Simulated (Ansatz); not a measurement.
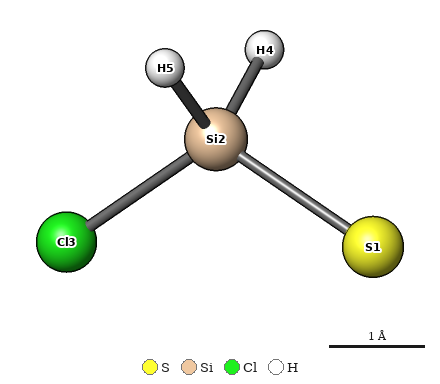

Starting structure of SiH2SCl (multiplicity 2). Style: ball-and-stick. Shown at a tilt.

Method: UKS PBE0-D4/def2-TZVP (Ansatz 0.2.0).

Input file:
```yaml
crystal:
  periodic: [false, false, false]
  atoms:
    - {symbol: S, position_ang: [-1.049478, -0.405733, 1.711881]}
    - {symbol: Si, position_ang: [0.102097, -0.057951, -0.033180]}
    - {symbol: Cl, position_ang: [-0.712180, 1.260009, -1.423840]}
    - {symbol: H, position_ang: [0.292111, -1.382958, -0.718571]}
    - {symbol: H, position_ang: [1.417351, 0.512932, 0.422310]}
basis:
  gaussian: {orbitals: def2-TZVP}
magnetization: {spin_polarized: true, initial_magnetization: 1}
hamiltonian: {xc: pbe0, dispersion: d4}
relax: {f_tol: 0.005, max_steps: 200}
```

**Where does the relaxation end?**

Over 3 geometry steps the energy falls by 2.16 kJ/mol. Largest force component: 0.41 eV/Å at the start, 0.0031 eV/Å at the end. The largest move after the best rigid fit is that of Cl3, 0.038 Å. Largest moves by element: Cl 0.038 Å, S 0.028 Å, H 0.017 Å, Si 0.013 Å. Among the contacts that change: Si2–Cl3 2.082 → 2.051 Å, Si2–H4 1.504 → 1.482 Å, S1–Si2 2.120 → 2.105 Å. The run took roughly 40 core-seconds on a shared host.

Step by step:

| step | E − E(0), kJ/mol | largest force component, eV/Å |
| --- | --- | --- |
| 0 | 0.00 | 0.4083 |
| 1 | -2.05 | 0.0753 |
| 2 | -2.16 | 0.0104 |
| 3 | -2.16 | 0.0031 |

Final geometry:

```xyz
5

S    -1.0487   -0.3955    1.6862
Si    0.1148   -0.0615   -0.0355
Cl   -0.7069    1.2387   -1.3924
H     0.2857   -1.3682   -0.7127
H     1.4050    0.5128    0.4131
```
